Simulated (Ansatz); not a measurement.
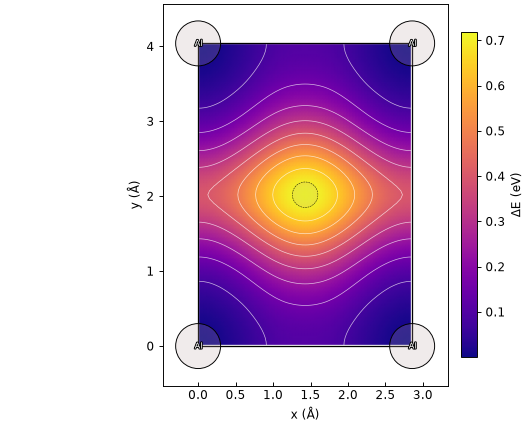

Cl on an Al(110) slab cut from the Fm-3m phase, its upper half relaxed before the scan (16 atoms of substrate and one adsorbate in a 2 × 2 cell). 
- Cl is moved over the surface cell; relaxed at each place: the height of the adsorbate's atoms; substrate rigid; the origin of the map has the adsorbate above Al13.
- Places are given modulo a cell vector. The map is drawn in real space over the plane of the surface.
- The scan uses a 6 × 10 grid; 24 points were computed and 36 follow by symmetry.
- Places are given in fractions of the 1 × 1 surface cell.
- Energies are in eV, from the lowest grid point.
- Theory: DFT PBE, scalar-relativistic, plane waves, PAW (Ansatz). Settings: cutoff 420 eV, k-mesh 5×4×1, gaussian smearing 0.1 eV, no spin polarisation.

Drawn: a smooth colour map with a few white contour lines, labelled circles for the atoms of the top layer and small ones for the second layer, the outline of one cell of the plane. Between grid points the surface is interpolated.

The lowest grid point is at the top site over a surface Al atom, (0/6, 0/10) of the cell vectors. No other kind of well shows on this grid. The highest grid point, a fourfold hollow over a second-layer Al atom, (3/6, 5/10) of the cell vectors, lies 0.718 eV above the lowest. On the interpolated surface the easiest way out of the lowest well to its copy in the next cell or period passes a barrier of about 0.1 eV. At the lowest point the adsorbate has 1 Al at 2.17 Å as nearest neighbours, at the highest 5 Al at 3.01 Å. Its relaxed height above the top atom is 2.17 Å at the lowest and 1.70 Å at the highest point.

Cl is replaced by Al; the new grid has 6 × 6 points.

Question: What does this change do to the map?

Answer: The minimum (interpolated where it lies between grid points) moves from the top site over a surface Al atom, (0/6, 0/10) of the cell vectors to a fourfold hollow over a second-layer Al atom, (3/6, 3/6) of the cell vectors. The highest place moves from a fourfold hollow over a second-layer Al atom, (3/6, 5/10) of the cell vectors to the top site over a surface Al atom, (0/6, 0/6) of the cell vectors. The span from the lowest to the highest grid point grows from 0.718 to 1.240 eV. The easiest pass out of the lowest well goes from about 0.1 to about 0.4 eV on the interpolated surfaces. In the new map: at the lowest point the adsorbate has 1 Al at 2.72 Å as nearest neighbours, at the highest 1 Al at 2.64 Å. Its relaxed height above the top atom is 1.38 Å at the lowest and 2.64 Å at the highest point.

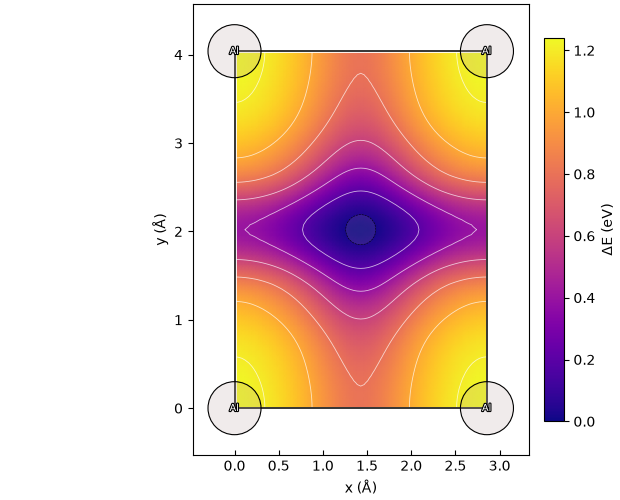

The map after the change, on a colour scale of its own. The picture shows a smooth colour map with a few white contour lines, labelled circles for the atoms of the top layer and small ones for the second layer, the outline of one cell of the plane. Between grid points the surface is interpolated.

PAW datasets: the set soft_1.
